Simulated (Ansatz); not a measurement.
# [SiPH4]− (SMILES [SiH2-]P) at 6 levels

We compute a comparison of 6 runs (UHF/STO-3G, PBE0/STO-3G, UPBE/STO-3G, UMP2/STO-3G, CCSD/STO-3G, CCSD(T)/STO-3G) of [SiPH4]−. 

Program for the calculation: Ansatz 0.2.0.

**1. Starting point**

[SiPH4]− has 6 atoms, charge -1, and is taken as a singlet. As SMILES, `[SiH2-]P`. The H5–P2 distance was set to 2.063 Å, away from the relaxed value. At this shape a bond of the SMILES string is far longer than usual.

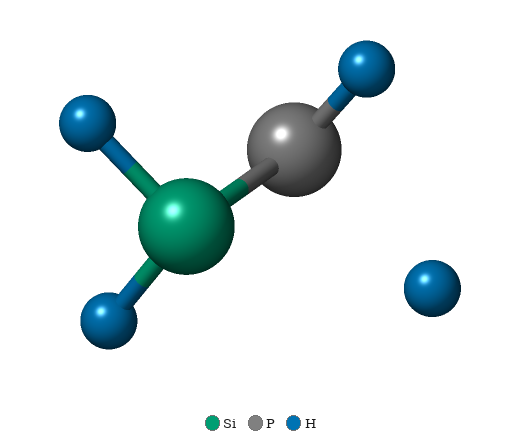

Viewed from a chosen angle; silicon teal, phosphorus grey, hydrogen blue.

**2. A single-point energy at UHF/STO-3G (run 1)**

File run.yaml:

```yaml
basis:
  gaussian: {orbitals: STO-3G}
crystal:
  periodic: [false, false, false]
  atoms:
    - {symbol: Si, position_ang: [-0.023650, -1.266870, 0.383570]}
    - {symbol: P, position_ang: [-0.736530, 0.824360, 0.648790]}
    - {symbol: H, position_ang: [-0.768390, -1.847610, 1.553050]}
    - {symbol: H, position_ang: [-1.023380, -1.655130, -0.669670]}
    - {symbol: H, position_ang: [0.407400, 1.565440, -0.899820]}
    - {symbol: H, position_ang: [0.238050, 1.144710, 1.565030]}
total_charge: -1
magnetization: {spin_polarized: true}
hamiltonian: {xc: hf}
accuracy: high
```

The run is started by

```sh
$ ansatz run run.yaml --threads 1 --pin off --max-ram 2610MiB --events-out events.jsonl --progress --plain --runs-dir runs
```

The program printed:

```text
Warning: RAYON_NUM_THREADS=1 ignored (pool sized by the plan → 1); use --threads N
Functional definition: HF
  name "HF"
  exchange = exact_x
  correlation = 0
392 factors; integrals over basis functions are off by at most 2.6e-9 eV
mean field evaluation 1: about -16992.8220 eV, gradient 9.0e0 eV
mean field evaluation 2: about -16992.8665 eV, gradient 9.0e0 eV
mean field evaluation 4: about -16993.9326 eV, gradient 7.2e-1 eV
mean field evaluation 8: about -16993.9439 eV, gradient 2.7e-6 eV
mean field evaluation 16: about -16994.3370 eV, gradient 9.4e-2 eV
mean field evaluation 32: about -16994.3300 eV, gradient 1.0e-1 eV
mean field -16994.33021561 eV, -624.5301162528 hartree, gradient 2.9e-8 eV, S^2 0.506234; 3 other end points of the search recorded, 0 dependent functions left out
reference -16994.33021561 eV, -624.5301162528 hartree; 17, 17 occupied and 5, 5 virtual orbitals, 392 factors
Total energy: -16994.33021561 eV, -624.5301162528 hartree
```

It took 0.24 s on 1 thread of AMD EPYC 9R14 (Zen 4), shared host.

**3. A single-point energy at PBE0/STO-3G (run 2)**

File input.yaml:

```yaml
crystal:
  periodic: [false, false, false]
  atoms:
    - {symbol: Si, position_ang: [-0.023650, -1.266870, 0.383570]}
    - {symbol: P, position_ang: [-0.736530, 0.824360, 0.648790]}
    - {symbol: H, position_ang: [-0.768390, -1.847610, 1.553050]}
    - {symbol: H, position_ang: [-1.023380, -1.655130, -0.669670]}
    - {symbol: H, position_ang: [0.407400, 1.565440, -0.899820]}
    - {symbol: H, position_ang: [0.238050, 1.144710, 1.565030]}
basis:
  gaussian:
    orbitals: STO-3G
magnetization:
  spin_polarized: false
  initial_magnetization: 0
hamiltonian:
  xc: pbe0
total_charge: -1
accuracy: high
```

The run is started by

```sh
$ ansatz run input.yaml --threads 1 --pin off --max-ram 2610MiB --events-out events.jsonl --progress --plain --runs-dir runs
```

The program printed:

```text
Warning: RAYON_NUM_THREADS=1 ignored (pool sized by the plan → 1); use --threads N
Functional definition: PBE0
  name "PBE0"
  parameter a = 0.25
  parameter kappa = 0.804
  parameter beta = 0.06672455060314922
  exchange = (1 - a)*pbe_x(kappa = kappa, mu = beta*pi^2/3) + a*exact_x
  correlation = pbe_c(beta = beta)
392 factors; integrals over basis functions are off by at most 2.6e-9 eV
mean field evaluation 1: about -17018.0588 eV, gradient 2.2e1 eV
mean field evaluation 2: about -17014.4181 eV, gradient 3.2e1 eV
mean field evaluation 4: about -17020.8095 eV, gradient 4.4e-1 eV
mean field evaluation 8: about -17020.7737 eV, gradient 1.3e-2 eV
mean field evaluation 16: about -17020.7737 eV, gradient 1.1e-7 eV
mean field -17020.77369121 eV, -625.5018960571 hartree, gradient 1.4e-8 eV, S^2 0.000000; 0 other end points of the search recorded, 0 dependent functions left out
reference -17020.77369268 eV, -625.5018961111 hartree; 17, 17 occupied and 5, 5 virtual orbitals, 392 factors
Total energy: -17020.77369268 eV, -625.5018961111 hartree
```

It took 0.84 s on 1 thread of AMD EPYC 9R14 (Zen 4), shared host; peak memory 0.12 GiB.

**4. The energy at UPBE/STO-3G (run 3)**

File in.yaml:

```yaml
crystal:
  periodic: [false, false, false]
  atoms:
    - {symbol: Si, position_ang: [-0.023650, -1.266870, 0.383570]}
    - {symbol: P, position_ang: [-0.736530, 0.824360, 0.648790]}
    - {symbol: H, position_ang: [-0.768390, -1.847610, 1.553050]}
    - {symbol: H, position_ang: [-1.023380, -1.655130, -0.669670]}
    - {symbol: H, position_ang: [0.407400, 1.565440, -0.899820]}
    - {symbol: H, position_ang: [0.238050, 1.144710, 1.565030]}
basis:
  gaussian: {orbitals: STO-3G}
total_charge: -1
magnetization: {spin_polarized: true, initial_magnetization: 0}
hamiltonian: {xc: pbe}
accuracy: high
```

The run is started by

```sh
$ ansatz run in.yaml --threads 1 --pin off --max-ram 2610MiB --events-out events.jsonl --progress --plain --runs-dir runs
```

The program printed:

```text
Warning: RAYON_NUM_THREADS=1 ignored (pool sized by the plan → 1); use --threads N
Functional definition: PBE
  name "PBE"
[... 2 set-up lines as earlier in the session ...]
  exchange = pbe_x(kappa = kappa, mu = beta*pi^2/3)
[... 1 set-up line as earlier in the session ...]
392 factors; integrals over basis functions are off by at most 2.6e-9 eV
mean field evaluation 1: about -17014.3590 eV, gradient 1.9e1 eV
mean field evaluation 2: about -17003.7419 eV, gradient 3.0e1 eV
mean field evaluation 4: about -17018.3908 eV, gradient 3.0e0 eV
mean field evaluation 8: about -17018.5088 eV, gradient 1.6e-1 eV
mean field evaluation 16: about -17018.4493 eV, gradient 1.4e-5 eV
mean field evaluation 32: about -17014.8281 eV, gradient 1.4e1 eV
mean field -17018.44929356 eV, -625.4164760192 hartree, gradient 1.7e-8 eV, S^2 0.000000; 4 other end points of the search recorded, 0 dependent functions left out
reference -17018.44929552 eV, -625.4164760911 hartree; 17, 17 occupied and 5, 5 virtual orbitals, 392 factors
Total energy: -17018.44929552 eV, -625.4164760911 hartree
```

Run time: 1.8 s. Hardware: 1 thread of AMD EPYC 9R14 (Zen 4), shared host; peak memory 0.15 GiB.

Runs 4 to 5 aren't shown in full; the table further down has their settings and results.

**5. The energy at CCSD(T)/STO-3G (run 6)**

File job.yaml:

```yaml
crystal:
  periodic: [false, false, false]
  atoms:
    - {symbol: Si, position_ang: [-0.023650, -1.266870, 0.383570]}
    - {symbol: P, position_ang: [-0.736530, 0.824360, 0.648790]}
    - {symbol: H, position_ang: [-0.768390, -1.847610, 1.553050]}
    - {symbol: H, position_ang: [-1.023380, -1.655130, -0.669670]}
    - {symbol: H, position_ang: [0.407400, 1.565440, -0.899820]}
    - {symbol: H, position_ang: [0.238050, 1.144710, 1.565030]}
basis:
  gaussian:
    orbitals: STO-3G
accuracy: high
total_charge: -1
scf:
  omitted_lower_state_checks: [cluster_reference, increment]
correlation:
  method: ccsd_t
  frozen_orbitals: {H: 0, P: 5, Si: 5}
```

The run is started by

```sh
$ ansatz run job.yaml --threads 1 --pin off --max-ram 2610MiB --events-out events.jsonl --progress --plain --runs-dir runs
```

The program printed:

```text
Warning: RAYON_NUM_THREADS=1 ignored (pool sized by the plan → 1); use --threads N
[... 11 lines left out ...]
10 core orbitals not correlated: weight in the atoms' cores, before any rotation towards them, 1.000 or more for the frozen orbitals, at most 0.000 for the correlated occupied ones
[... 29 lines left out ...]
Total energy: -16997.51612026 eV, -624.6471960892 hartree
Checks for a lower state left out: cluster_reference, increment
```

Run time: 0.18 s. Hardware: 1 thread of AMD EPYC 9R14 (Zen 4), shared host.

**6. Overview of the runs**

| run | level | frozen core orbitals | energy (Eh) | wall time |
| --- | --- | --- | --- | --- |
| 1 | UHF/STO-3G | – | -624.530116 | 0.24 s |
| 2 | PBE0/STO-3G | – | -625.501896 | 0.84 s |
| 3 | UPBE/STO-3G | – | -625.416476 | 1.8 s |
| 4 | UMP2/STO-3G | 10 | -624.591290 | 0.24 s |
| 5 | CCSD/STO-3G | 10 | -624.646056 | 0.18 s |
| 6 | CCSD(T)/STO-3G | 10 | -624.647196 | 0.18 s |

**7. Summary of results**

| quantity | value |
| --- | --- |
| run 6: total energy | -624.64720 Eh |
| run 6: correlation energy (10 core orbitals frozen) | -131.3 mEh |
| run 6: (T) correction | -1.14 mEh |
| run 6: T1 diagnostic | 0.018 |

What this shows: Below the UHF energy at the same shape and in the same basis (STO-3G): UMP2 -61.2 mEh; CCSD -115.9 mEh; CCSD(T) -117.1 mEh. Some of these start from another determinant than that one, so these aren't their correlation energies. Totals of different functionals can't be ranked against each other. In runs 5, 6 the log says that unrestricted orbitals would lower the reference, so the values rest on an unstable closed-shell determinant (other closed-shell runs at this shape may share the fault). In runs 1, 2, 3, 4, 5, 6 the basis is minimal, so the values are rough. Spin contamination of the reference: run 1 ⟨S²⟩ = 0.51, run 4 ⟨S²⟩ = 0.51. All runs together took 3.5 s, the longest 1.8 s.
